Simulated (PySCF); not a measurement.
**Geometry relaxation, with input and output: Si$_{4}$NH$_{11}$ (part 2 of 2)**

The same run, continued: Si$_{4}$NH$_{11}$; PBE0-D3(BJ)/def2-SVP geometry optimisation, gas phase (PySCF 2.14.0). 

Geometry of the input (Å):
```
Si -0.7575  -0.0699  0.6063
Si -0.2916  2.2099  0.8344
Si -1.7667  -0.7120  -1.4056
N  0.7012  -1.0068  0.8253
Si 2.0969  -1.0786  -0.1439
H  -1.6038  -0.4971  1.7467
H  0.6403  2.6929  -0.2045
H  -1.4875  3.0319  0.7128
H  0.3281  2.6140  2.1297
H  -1.2139  0.0373  -2.5309
H  -3.1985  -0.4413  -1.3819
H  -1.6010  -2.1269  -1.7359
H  0.7488  -1.3854  1.7424
H  3.0262  0.0002  0.2291
H  2.7114  -2.3876  0.1069
H  1.6562  -0.8918  -1.5089
```

Trajectory as extended XYZ, continued
```
16
Properties=species:S:1:pos:R:3:forces:R:3 step=10 energy=-33154.50218
Si   -0.6605   -0.0831    0.7110   -0.0118   0.0159  -0.0130
Si   -0.5913    2.2564    0.9667   -0.0109  -0.0235   0.0121
Si   -1.5342   -0.5340   -1.4221    0.0161  -0.0199   0.0057
N     0.9208   -0.8051    0.9319   -0.0695   0.0472   0.0199
Si    2.0476   -1.3612   -0.2687    0.0401  -0.0092  -0.0105
H    -1.6111   -0.6331    1.7332   -0.0147  -0.0020  -0.0080
H     0.3961    2.8326    0.0007    0.0091   0.0026   0.0011
H    -1.9306    2.8685    0.6934   -0.0016  -0.0045   0.0102
H    -0.1725    2.6352    2.3544    0.0126   0.0102  -0.0111
H    -0.7732    0.1968   -2.4819    0.0001  -0.0078   0.0013
H    -2.9438   -0.0300   -1.4222    0.0005  -0.0012  -0.0012
H    -1.5373   -1.9962   -1.7369   -0.0110   0.0131  -0.0031
H     1.2695   -0.7489    1.8862    0.0474  -0.0212  -0.0041
H     3.1378   -0.3802   -0.5730   -0.0056   0.0049  -0.0042
H     2.7038   -2.6313    0.1694   -0.0090  -0.0048   0.0006
H     1.2671   -1.5970   -1.5203    0.0083   0.0000   0.0042
16
Properties=species:S:1:pos:R:3:forces:R:3 step=11 energy=-33154.50314
Si   -0.6631   -0.0779    0.7025    0.0088   0.0011   0.0094
Si   -0.5968    2.2575    0.9815   -0.0123  -0.0047   0.0002
Si   -1.5311   -0.5394   -1.4296    0.0092   0.0010  -0.0019
N     0.9262   -0.7833    0.9226   -0.0339   0.0305   0.0081
Si    2.0453   -1.3693   -0.2723    0.0064  -0.0035  -0.0037
H    -1.6154   -0.6322    1.7216   -0.0069  -0.0085  -0.0092
H     0.3865    2.8502    0.0210    0.0009  -0.0012  -0.0037
H    -1.9383    2.8733    0.7290    0.0004  -0.0013   0.0074
H    -0.1670    2.6157    2.3713    0.0095   0.0041  -0.0052
H    -0.7574    0.1736   -2.4921   -0.0008  -0.0047  -0.0011
H    -2.9356   -0.0215   -1.4393    0.0014   0.0018  -0.0014
H    -1.5510   -2.0030   -1.7340   -0.0046   0.0023   0.0025
H     1.2933   -0.6940    1.8678    0.0204  -0.0158  -0.0015
H     3.1293   -0.3928   -0.6112   -0.0011   0.0020  -0.0005
H     2.7065   -2.6266    0.1944   -0.0018  -0.0017   0.0004
H     1.2568   -1.6409   -1.5112    0.0045  -0.0013   0.0003
16
Properties=species:S:1:pos:R:3:forces:R:3 step=12 energy=-33154.50357
Si   -0.6651   -0.0768    0.7015    0.0111  -0.0043   0.0168
Si   -0.5994    2.2570    0.9866   -0.0068   0.0062  -0.0043
Si   -1.5287   -0.5409   -1.4314    0.0025   0.0099  -0.0058
N     0.9267   -0.7760    0.9204    0.0033   0.0099  -0.0009
Si    2.0440   -1.3701   -0.2735   -0.0107   0.0003   0.0011
H    -1.6196   -0.6351    1.7167   -0.0017  -0.0084  -0.0076
H     0.3781    2.8525    0.0216   -0.0056  -0.0024  -0.0063
H    -1.9428    2.8736    0.7471    0.0006   0.0009   0.0051
H    -0.1572    2.6128    2.3730    0.0059  -0.0014  -0.0006
H    -0.7478    0.1626   -2.4950   -0.0003  -0.0019  -0.0019
H    -2.9299   -0.0142   -1.4466    0.0010   0.0032  -0.0016
H    -1.5589   -2.0048   -1.7312   -0.0006  -0.0039   0.0048
H     1.3025   -0.6809    1.8617   -0.0034  -0.0064   0.0007
H     3.1263   -0.3948   -0.6202    0.0013  -0.0006   0.0013
H     2.7050   -2.6247    0.2008    0.0023   0.0008   0.0002
H     1.2547   -1.6507   -1.5097    0.0009  -0.0018  -0.0011
16
Properties=species:S:1:pos:R:3:forces:R:3 step=13 energy=-33154.50395
Si   -0.6653   -0.0762    0.7017    0.0072  -0.0077   0.0132
Si   -0.6056    2.2567    0.9915    0.0019   0.0105  -0.0045
Si   -1.5251   -0.5382   -1.4332   -0.0026   0.0120  -0.0050
N     0.9296   -0.7681    0.9175    0.0348  -0.0050  -0.0046
Si    2.0437   -1.3739   -0.2741   -0.0198   0.0024   0.0031
H    -1.6206   -0.6427    1.7117    0.0013  -0.0047  -0.0047
H     0.3597    2.8554    0.0160   -0.0099  -0.0018  -0.0068
H    -1.9531    2.8707    0.7701   -0.0003   0.0010   0.0033
H    -0.1455    2.6124    2.3721    0.0029  -0.0044   0.0020
H    -0.7368    0.1554   -2.4975    0.0015   0.0000  -0.0014
H    -2.9221   -0.0006   -1.4529    0.0004   0.0032  -0.0020
H    -1.5676   -2.0026   -1.7288    0.0016  -0.0064   0.0041
H     1.3133   -0.6667    1.8551   -0.0220   0.0012   0.0028
H     3.1259   -0.4019   -0.6304    0.0022  -0.0017   0.0019
H     2.7040   -2.6251    0.2100    0.0043   0.0023   0.0003
H     1.2536   -1.6654   -1.5071   -0.0035  -0.0008  -0.0017
16
Properties=species:S:1:pos:R:3:forces:R:3 step=14 energy=-33154.50443
Si   -0.6650   -0.0759    0.7026   -0.0024  -0.0066   0.0049
Si   -0.6130    2.2563    0.9972    0.0095   0.0094  -0.0023
Si   -1.5189   -0.5339   -1.4356   -0.0066   0.0089  -0.0033
N     0.9331   -0.7595    0.9158    0.0538  -0.0182  -0.0087
Si    2.0417   -1.3778   -0.2748   -0.0177   0.0021   0.0053
H    -1.6215   -0.6531    1.7056    0.0032   0.0011   0.0001
H     0.3293    2.8591    0.0019   -0.0112   0.0002  -0.0056
H    -1.9669    2.8656    0.8061   -0.0021   0.0006   0.0018
H    -0.1231    2.6117    2.3677    0.0003  -0.0049   0.0030
H    -0.7189    0.1459   -2.5000    0.0027   0.0021   0.0000
H    -2.9099    0.0188   -1.4638    0.0001   0.0023  -0.0012
H    -1.5768   -1.9992   -1.7245    0.0024  -0.0056   0.0012
H     1.3232   -0.6530    1.8503   -0.0331   0.0078   0.0051
H     3.1237   -0.4098   -0.6425    0.0020  -0.0026   0.0006
H     2.7026   -2.6252    0.2187    0.0045   0.0031  -0.0001
H     1.2484   -1.6806   -1.5028   -0.0054   0.0002  -0.0009
16
Properties=species:S:1:pos:R:3:forces:R:3 step=15 energy=-33154.50493
Si   -0.6627   -0.0751    0.7016   -0.0087  -0.0066  -0.0085
Si   -0.6244    2.2560    1.0054    0.0134   0.0037   0.0005
Si   -1.5118   -0.5256   -1.4404   -0.0063   0.0009   0.0010
N     0.9409   -0.7466    0.9110    0.0493  -0.0175  -0.0046
Si    2.0415   -1.3874   -0.2748   -0.0097   0.0002   0.0041
H    -1.6176   -0.6668    1.6975    0.0020   0.0075   0.0049
H     0.2817    2.8698   -0.0163   -0.0082   0.0031  -0.0024
H    -1.9881    2.8555    0.8585   -0.0035  -0.0019   0.0012
H    -0.0951    2.6084    2.3620   -0.0006  -0.0023   0.0016
H    -0.6974    0.1384   -2.5038    0.0041   0.0031   0.0019
H    -2.8947    0.0466   -1.4775   -0.0003   0.0004  -0.0002
H    -1.5893   -1.9915   -1.7227    0.0017  -0.0013  -0.0033
H     1.3360   -0.6267    1.8417   -0.0295   0.0081   0.0055
H     3.1227   -0.4273   -0.6646    0.0003  -0.0015  -0.0012
H     2.7047   -2.6262    0.2371    0.0025   0.0023  -0.0001
H     1.2416   -1.7121   -1.4929   -0.0065   0.0017  -0.0006
16
Properties=species:S:1:pos:R:3:forces:R:3 step=16 energy=-33154.50531
Si   -0.6607   -0.0751    0.7010   -0.0094  -0.0034  -0.0119
Si   -0.6300    2.2555    1.0103    0.0084  -0.0024   0.0009
Si   -1.5053   -0.5199   -1.4441   -0.0019  -0.0052   0.0021
N     0.9457   -0.7405    0.9104    0.0193  -0.0106  -0.0030
Si    2.0394   -1.3932   -0.2746    0.0026  -0.0019   0.0039
H    -1.6150   -0.6735    1.6935    0.0003   0.0100   0.0065
H     0.2424    2.8789   -0.0346   -0.0028   0.0045   0.0010
H    -2.0013    2.8458    0.9023   -0.0034  -0.0027   0.0016
H    -0.0668    2.6059    2.3537   -0.0001   0.0007  -0.0002
H    -0.6785    0.1341   -2.5043    0.0023   0.0034   0.0030
H    -2.8823    0.0658   -1.4900   -0.0003  -0.0008   0.0018
H    -1.5951   -1.9858   -1.7236    0.0001   0.0027  -0.0057
H     1.3391   -0.6151    1.8410   -0.0123   0.0044   0.0025
H     3.1191   -0.4376   -0.6797   -0.0010  -0.0006  -0.0029
H     2.7060   -2.6269    0.2452    0.0000   0.0008  -0.0004
H     1.2315   -1.7289   -1.4846   -0.0017   0.0012   0.0008
```

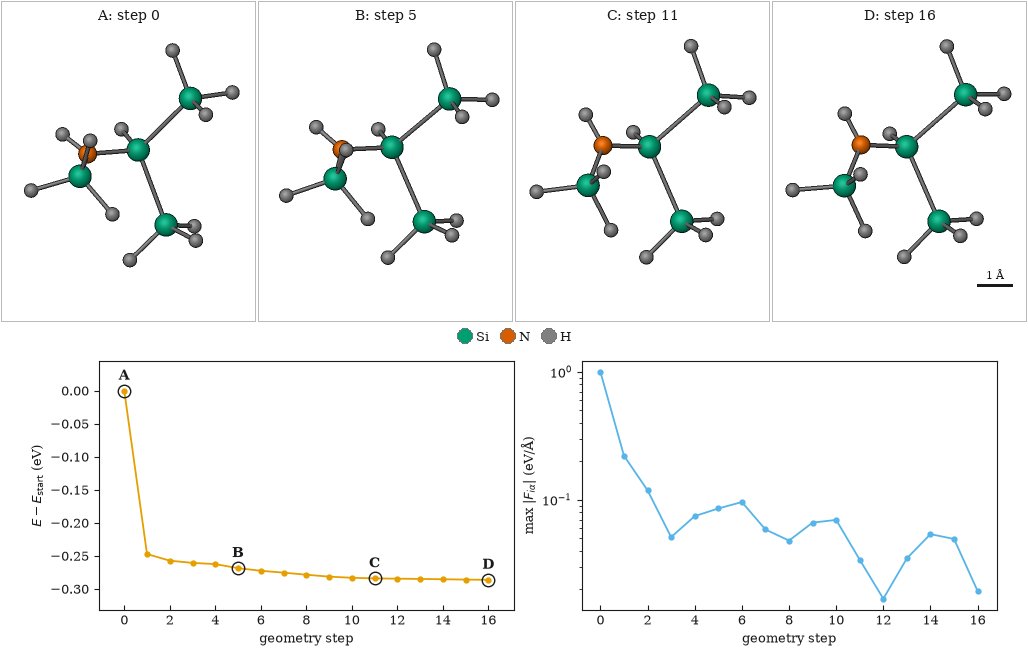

Figure 1. Frames of the relaxation (ball-and-stick view, seen at a tilt) above the curves, on which the letters mark them (steps are counted from 0).

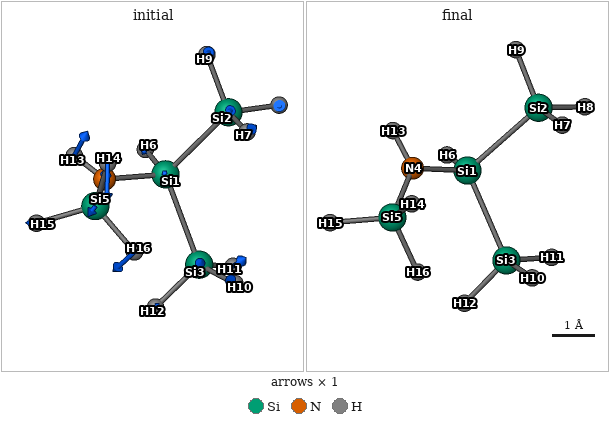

Figure 2. Before (left) and after (right) the relaxation, at one scale (ball-and-stick view, seen at a tilt). The blue arrows give the displacements, at true length. H14 moves most after the best rigid fit: 1.00 Å. Largest moves by element: H 1.00 Å, N 0.37 Å, Si 0.37 Å. Among the contacts that change: Si5–H16 1.446 → 1.493 Å, Si2–H8 1.456 → 1.497 Å, N4–Si5 1.701 → 1.740 Å, Si5–H14 1.472 → 1.498 Å. Among the angles that change: Si2–Si1–Si3 115.9° → 108.2°, N4–Si1–H6 103.0° → 110.6°, Si1–Si2–H9 115.6° → 110.8°. After 16 geometry steps the energy has fallen by 0.286 eV. The largest force component goes from 1 to 0.019 eV/Å. (Atoms are counted from 1 in the order of the input.)

Results in brief

- outcome: converged
- total energy: −1218.405607 hartree
- dipole moment: 1.03 D
- point group: C1
- wall time: 2.9 min
- peak memory: 0.75 GiB
